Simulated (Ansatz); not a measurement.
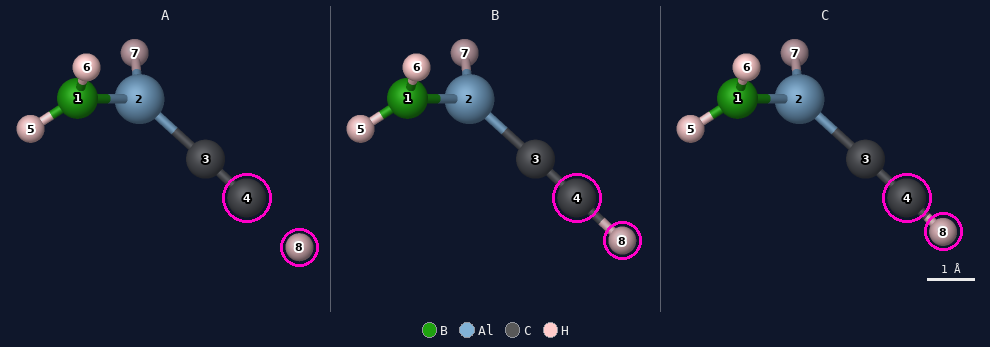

C₂H₄AlB: the C4–H8 distance is varied, with the rest of the molecule carried along rigidly. A ball-and-stick model, seen from a free direction. The ringed atoms are those of the scanned coordinate.

Level of theory: PBE0-D4 (def2-TZVPP, Ansatz), on geometries moved rigidly from the minimum at PBE0-D4/def2-TZVP. Energies are counted from the PBE0-D4/def2-TZVP minimum geometry at the same level.

Order these geometries by energy, lowest first.

Answer. Lowest first: C (the distance 1.067 Å, 0.0 kcal/mol), B (the distance 1.337 Å, 21.1 kcal/mol), A (the distance 1.547 Å, 48.6 kcal/mol). Over the whole scan: the lowest computed point lies at the distance 1.067 Å (0.0 kcal/mol). The curvature at the lowest point is about 40 eV/Å² (6.4 mdyn/Å). The well is steeper on the short side, as for any bond.
